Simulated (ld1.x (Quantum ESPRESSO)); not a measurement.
**Titanium: generating and testing an ultrasoft potential**

Aim: build the potential from the settings below, then test how well it stands in for the atom: other configurations, scattering, ghost states and the plane-wave cutoff that it needs.

The numbers are computed with ld1.x (Quantum ESPRESSO) 7.5 (PBE, scalar-relativistic, spin-unpolarised reference atom).

**1. The design**

The settings as typed:

* element: titanium (Ti, Z = 22)
* type: ultrasoft
* frozen core: [Ne] 3s2
* valence charge: 10
* reference configuration: 3p6 3d2.5 4s1.5 4p0
* partial waves: 4s (bound): rcut 2.60, rcutus 2.95 bohr; 4s channel at 0.45 Ry: rcut 2.60, rcutus 2.95 bohr; 3p (bound): rcut 1.50, rcutus 1.75 bohr; 4p (bound, empty): rcut 1.50, rcutus 1.75 bohr; 3d (bound): rcut 1.25, rcutus 1.65 bohr; 3d channel at 1.6 Ry: rcut 1.25, rcutus 1.65 bohr
* local potential: all-electron potential smoothed inside 2.95 bohr (lloc = -1)
* core correction: a·sin(br)/r model core, default radius (core density twice the valence density)
* augmentation charge: PSQ, inside the norm-conserving radii

The nodes and maxima of the atom's own shells, from an earlier all-electron run, set the scale for the radii.

All-electron outer shells of the reference configuration (PBE, scalar-relativistic, ld1.x):

```csv
shell,level (eV),outermost node (bohr),outermost maximum (bohr)
2p,-442.11,–,0.22
3s,-60.74,0.40,0.87
3p,-37.05,0.37,0.90
4s,-4.04,1.25,2.99
3d,-2.89,–,1.00
4p,-1.26,1.40,3.99
```

**2. Generating the potential**

The input, Ti.in:

```
 &input
   title='Ti', zed=22., rel=1, dft='PBE', iswitch=3,
   config='[Ar] 3d2.5 4s1.5 4p0',
   nld=3, rlderiv=3.20, eminld=-5.0, emaxld=5.0, deld=0.02
 /
 &inputp
   pseudotype=3, tm=.true., lloc=-1, rcloc=2.95,
   nlcc=.true.,
   which_augfun='PSQ', rmatch_augfun_nc=.true.,
   file_pseudopw='Ti.UPF', file_wfcaegen='ae.wfc', file_wfcncgen='nc.wfc', file_beta='beta', file_chi='chi', file_wfcusgen='us.wfc'
 /
6
4S  1  0   1.50   0.00  2.60  2.95  0.0
4S  1  0   0.00   0.45  2.60  2.95  0.0
3P  2  1   6.00   0.00  1.50  1.75  0.0
4P  3  1   0.00   0.00  1.50  1.75  0.0
3D  3  2   2.50   0.00  1.25  1.65  0.0
3D  3  2   0.00   1.60  1.25  1.65  0.0
 &test
   configts(1)='3p6 3d2.5 4s1.5 4p0'
 /
```

On the command line:

```console
ld1.x < Ti.in > Ti.out
```

Output in Ti.out (without the banner and most projector matrices):

```text
     Program LD1 v.7.5
     --------------------------- All-electron run ----------------------------

     Ti
     scalar relativistic calculation

     atomic number is 22.00
     dft =PBE   lsd =0 sic =0 latt =0  beta=0.20 tr2=1.0E-14
     Exchange-correlation= PBE
                           (   1   4   3   4   0   0   0)
     mesh =1177 r(mesh) = 100.37945 a.u. xmin = -7.00 dx = 0.01250
     1 Ry =  13.60569312 eV, c = 137.03599908

     n l     nl                  e(Ry)          e(Ha)          e(eV)
     1 0     1S 1( 2.00)      -357.7203      -178.8602     -4867.0327
     2 0     2S 1( 2.00)       -39.3041       -19.6521      -534.7601
     2 1     2P 1( 6.00)       -32.4947       -16.2473      -442.1127
     3 0     3S 1( 2.00)        -4.4641        -2.2321       -60.7373
     3 1     3P 1( 6.00)        -2.7234        -1.3617       -37.0535
     3 2     3D 1( 2.50)        -0.2121        -0.1061        -2.8864
     4 0     4S 1( 1.50)        -0.2971        -0.1485        -4.0420
     4 1     4P 1( 0.00)        -0.0924        -0.0462        -1.2569

     final scf error:  4.8E-15 reached in  29 iterations

     Etot =   -1707.105206 Ry,    -853.552603 Ha,  -23226.349556 eV

     Ekin =    1721.460207 Ry,     860.730104 Ha,   23421.659301 eV
     Encl =   -4061.213731 Ry,   -2030.606865 Ha,  -55255.627729 eV
     Eh   =     716.639205 Ry,     358.319603 Ha,    9750.373110 eV
     Exc  =     -83.990887 Ry,     -41.995444 Ha,   -1142.754238 eV

     normalization and overlap integrals

     s(1S/1S) =  1.000000  <r> =   0.0696  <r2> =    0.0065  r(max) =   0.0455
     s(2S/2S) =  1.000000  <r> =   0.3249  <r2> =    0.1248  r(max) =   0.2682
     s(2P/2P) =  1.000000  <r> =   0.2899  <r2> =    0.1037  r(max) =   0.2196
     s(3S/3S) =  1.000000  <r> =   1.0105  <r2> =    1.1791  r(max) =   0.8685
     s(3P/3P) =  1.000000  <r> =   1.0931  <r2> =    1.4110  r(max) =   0.9016
     s(3D/3D) =  1.000000  <r> =   1.7672  <r2> =    4.4146  r(max) =   0.9965
     s(4S/4S) =  1.000000  <r> =   3.6376  <r2> =   15.3188  r(max) =   2.9935
     s(4P/4P) =  1.000000  <r> =   5.1647  <r2> =   31.5925  r(max) =   3.9907

     ------------------------ End of All-electron run ------------------------

     --------------------- Generating US pseudopotential ---------------------

      Generating local potential from pseudized AE potential:
      Matching radius rcloc =   2.9500

      Local pseudo, rcloc= 2.956 Estimated cut-off energy=     2.72 Ry

      Computing core charge for nlcc:

       r > 0.53 : true rho core
       r < 0.53 : rho core = a sin(br)/r    a=  18.98  b=   4.83

      Integrated core pseudo-charge :   4.57
      Wfc-us  4S rcutus= 2.956  Estimated cut-off energy=     5.06 Ry
      Wfc-us  4S rcutus= 2.956  Estimated cut-off energy=     6.46 Ry
      Wfc-us  3P rcutus= 1.749  Estimated cut-off energy=    27.40 Ry
      Wfc-us  4P rcutus= 1.749  Estimated cut-off energy=    50.78 Ry
      Wfc-us  3D rcutus= 1.664  Estimated cut-off energy=    41.14 Ry
      Wfc-us  3D rcutus= 1.664  Estimated cut-off energy=    64.25 Ry

     Q pseudized with Bessel functions
     Expected ecutrho=     314.2704 due to l1=  2   l2=  2

     ------------------- End of pseudopotential generation -------------------

     [... the all-electron block is printed once more ...]


     Computing logarithmic derivative in   3.20665
     Computing logarithmic derivative in   3.20665
     Computing the partial wave expansion
     R is outside the sphere for l=    0 j= 0.00
     R is outside the sphere for l=    0 j= 0.00
     R is outside the sphere for l=    1 j= 0.00
     R is outside the sphere for l=    1 j= 0.00
     R is outside the sphere for l=    2 j= 0.00
     R is outside the sphere for l=    2 j= 0.00

     ---------------------- Testing the pseudopotential ----------------------

     Ti
     scalar relativistic calculation

     atomic number is 22.00   valence charge is 10.00
     dft =PBE   lsd =0 sic =0 latt =0  beta=0.20 tr2=1.0E-14
     mesh =1177 r(mesh) = 100.37945 xmin = -7.00 dx = 0.01250

     n l     nl             e AE (Ry)        e PS (Ry)    De AE-PS (Ry)
     2 1     3P   1( 6.00)       -2.72338       -2.72338        0.00000
     3 2     3D   1( 2.50)       -0.21215       -0.21215        0.00000
     1 0     4S   1( 1.50)       -0.29708       -0.29708        0.00000
     3 1     4P   1( 0.00)       -0.09238       -0.09238       -0.00000

     eps = 5.2E-15  iter =  4

     Etot =   -1707.105206 Ry,    -853.552603 Ha,  -23226.349556 eV
     Etotps =   -84.236533 Ry,     -42.118267 Ha,   -1146.096422 eV

     Ekin =      26.694788 Ry,      13.347394 Ha,     363.201094 eV
     Encl =    -124.401016 Ry,     -62.200508 Ha,   -1692.562044 eV
     Ehrt =      60.775709 Ry,      30.387854 Ha,     826.895644 eV
     Ecxc =     -21.372749 Ry,     -10.686374 Ha,    -290.791060 eV
     (Ecc =      -8.380237 Ry,      -4.190118 Ha,    -114.018932 eV)
     Epseu=     -25.933266 Ry,     -12.966633 Ha,    -352.840057 eV

     ---------------------- End of pseudopotential test ----------------------
```

It took 1.1 s on 1 thread, shared host. This counts the later configuration tests of the new file too.

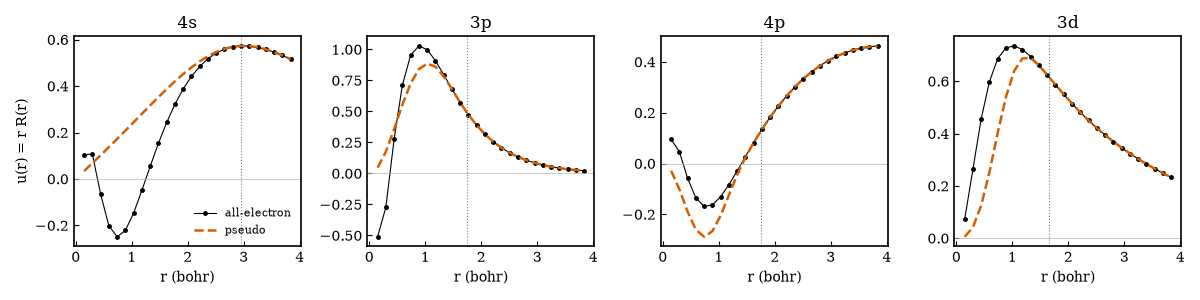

Bound waves of the atom and their pseudo partners (4s, 3p, 4p, 3d), with the matching radii dotted. The curves join 26 sampled radii, too few to resolve the innermost nodes.

**3. Transferability test**

The input, Ti.test.in:

```
 &input
   title='Ti', zed=22., rel=1, dft='PBE', iswitch=2,
   config='[Ar] 3d2.5 4s1.5 4p0'
 /
 &test
   file_pseudo='Ti.UPF', nconf=8,
   configts(1)='3p6 3d2.5 4s1.5 4p0',
   configts(2)='3p6 3d2 4s2 4p0',
   configts(3)='3p6 3d2 4s1 4p0',
   configts(4)='3p6 3d2 4s0 4p0',
   configts(5)='3p6 3d1 4s2 4p0',
   configts(6)='3p6 3d1 4s2 4p1',
   configts(7)='3p6 3d2 4s0 4p1',
   configts(8)='3p6 3d2 4s1 4p1'
 /
```

On the command line:

```console
ld1.x < Ti.test.in > Ti.test.out
```

Ti.test.out, the pseudopotential blocks, each with the warnings that came before it (excerpt; [...] marks lines left out):

```text
     ---------------------- Testing the pseudopotential ----------------------

     Ti
     scalar relativistic calculation

     atomic number is 22.00   valence charge is 10.00
     dft =PBE   lsd =0 sic =0 latt =0  beta=0.20 tr2=1.0E-14
     mesh =1177 r(mesh) = 100.37945 xmin = -7.00 dx = 0.01250

     n l     nl             e AE (Ry)        e PS (Ry)    De AE-PS (Ry)
     2 1     3P   1( 6.00)       -2.72338       -2.72338        0.00000
     3 2     3D   1( 2.50)       -0.21215       -0.21215        0.00000
     1 0     4S   1( 1.50)       -0.29708       -0.29708        0.00000
     3 1     4P   1( 0.00)       -0.09238       -0.09238       -0.00000

     eps = 5.2E-15  iter =  4

     Etot =   -1707.105206 Ry,    -853.552603 Ha,  -23226.349556 eV
     Etotps =   -84.236533 Ry,     -42.118267 Ha,   -1146.096422 eV

     Ekin =      26.694788 Ry,      13.347394 Ha,     363.201094 eV
     Encl =    -124.401016 Ry,     -62.200508 Ha,   -1692.562044 eV
     Ehrt =      60.775709 Ry,      30.387854 Ha,     826.895644 eV
     Ecxc =     -21.372749 Ry,     -10.686374 Ha,    -290.791060 eV
     (Ecc =      -8.380237 Ry,      -4.190118 Ha,    -114.018932 eV)
     Epseu=     -25.933266 Ry,     -12.966633 Ha,    -352.840057 eV

     ---------------------- End of pseudopotential test ----------------------

     Warning: n=2, l=1 expected 0 nodes, found 1
     ---------------------- Testing the pseudopotential ----------------------

     Ti
     [...]
     n l     nl             e AE (Ry)        e PS (Ry)    De AE-PS (Ry)
     2 1     3P   1( 6.00)       -2.85621       -2.86031        0.00410
     3 2     3D   1( 2.00)       -0.31302       -0.31577        0.00276
     1 0     4S   1( 2.00)       -0.32830       -0.32794       -0.00036
     3 1     4P   1( 0.00)       -0.10777       -0.10793        0.00016

     eps = 1.4E-15  iter = 10

     Etot =   -1707.131133 Ry,    -853.565567 Ha,  -23226.702321 eV
     Etotps =   -84.261830 Ry,     -42.130915 Ha,   -1146.440598 eV
     dEtot_ae =      -0.025928 Ry
     dEtot_ps =      -0.025296 Ry,   Delta E=      -0.000631 Ry

     [...]
     ---------------------- End of pseudopotential test ----------------------
```

6 tests gave no usable energy difference (3p6 3d2 4s1 4p0; 3p6 3d2 4s0 4p0; 3p6 3d1 4s2 4p0; 3p6 3d1 4s2 4p1; others); the test run stopped with "negative rho".

The tests as a table, with energies relative to 3p6 3d2.5 4s1.5 4p0. A star marks tests that logged a warning.

```csv
valence configuration,charge,ΔE all-electron (eV),error AE − PS (meV)
3p6 3d2 4s2 4p0 *,0,-0.353,-8.6
```

**4. Does it scatter like the atom?**

Taken from the files of the generation run. The phase is arctan(r·u′/u) with u = r·R, unwrapped, with energies in Ry. A pole is an energy at which the radial function vanishes at the test radius. The pseudo phase is shifted by a multiple of π to meet the all-electron one at the reference energy. Levels narrower than the energy grid can be missing from the poles. n/a: a narrow level or a reset projector energy made the automatic matching unsafe. The last column is the largest difference on the grid between −1 and +1 Ry.

| channel | radius (bohr) | reference (Ry) | poles AE | poles PS | window around the reference with phases within 0.05 rad (Ry) | largest difference near zero (rad) |
| --- | --- | --- | --- | --- | --- | --- |
| s | 3.21 | -0.30 | 0.98 | 0.98, 3.75 | n/a | n/a |
| p | 3.21 | -0.09 | -2.71, 1.69 | -2.71, 1.71 | below 3.4 | 0.001 |
| d | 3.21 | -0.21 | -0.07, 2.93 | -0.07, 2.94 | below 4.6 | 0.001 |

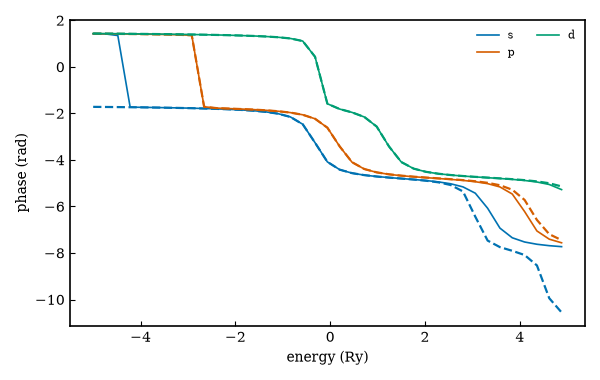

All-electron (solid) and pseudo (dashed) phases against energy.

**5. Plane-wave convergence, by spherical Bessel functions**

This step uses the generator's waves and projectors in a separate script. Basis: spherical Bessel functions vanishing at 20 bohr, q² up to the cutoff; potential fixed at the reference.

All-electron valence levels (Ry): 4s -0.2971, 3p -2.7234, 4p -0.0924, 3d -0.2122. The lowest levels of each channel (Ry) by cutoff; the last column sums, over occupied levels, occupation times the distance from the level at 400 Ry. A positive value at high cutoff is not a bound level.

```csv
cutoff (Ry),s #1,p #1,p #2,d #1,f #1,Σ f·Δε (mRy)
8,-0.2971,-2.3240,-0.0575,0.0302,0.1021,3002.2
12,-0.2971,-2.6020,-0.0669,-0.0026,0.1021,1252.5
18,-0.2971,-2.7043,-0.0741,-0.1163,0.1021,354.4
25,-0.2971,-2.7220,-0.0820,-0.1825,0.1021,82.3
35,-0.2971,-2.7229,-0.0910,-0.2107,0.1021,6.7
45,-0.2971,-2.7233,-0.0923,-0.2117,0.1021,1.7
55,-0.2971,-2.7233,-0.0923,-0.2120,0.1021,0.9
70,-0.2971,-2.7234,-0.0924,-0.2121,0.1021,0.3
400,-0.2971,-2.7234,-0.0924,-0.2122,0.1021,0.0
```

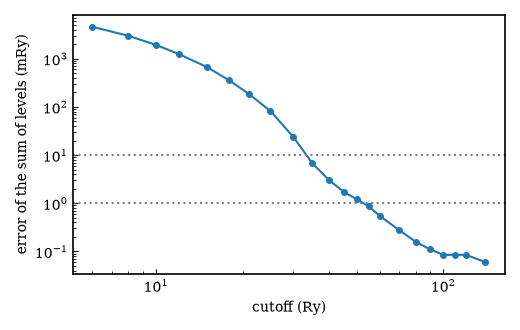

Occupation-weighted error of the valence levels against the cutoff; the dotted lines mark 10 and 1 mRy.

The sum stays within 10 mRy from 35 Ry and within 1 mRy from 55 Ry. The sum leaves out empty levels, which can need more. Ghost test: no level below the all-electron spectrum of its channel (s, p, d, f tested).

**6. Summary of results**

| quantity | value |
| --- | --- |
| cutoffs for 10 and 1 mRy, occupied levels | 35 Ry and 55 Ry |
| bound ghosts | none found |
| largest test error (AE − PS) | -8.6 meV, for 3p6 3d2 4s2 4p0 (this test logged a warning) (6 tests unsolved) |
| largest phase difference near zero energy, channels read | 0.001 rad |
| lowest eigenvalue of the overlap (Bessel basis) | 0.169 (p) |
| density cutoff estimated by the generator | 314 Ry |

In words: By total energies transferability is good where solved: the largest error is 8.6 meV on 0.4 eV, for 3p6 3d2 4s2 4p0. The test run broke off, so later configurations gave nothing; the verdict rests on few tests. By its cutoff, 35 Ry for the looser tolerance, it is soft on the atom at that tolerance. The slowest occupied level is 3d: taken alone it needs 40 Ry to come within 1 mRy, against 30 Ry for 3p. It is free of bound ghosts as far as tested. Near zero energy the phases of the channels with partial waves that could be evaluated agree within 0.001 rad. These are tests on the free atom; a crystal test is still owed.
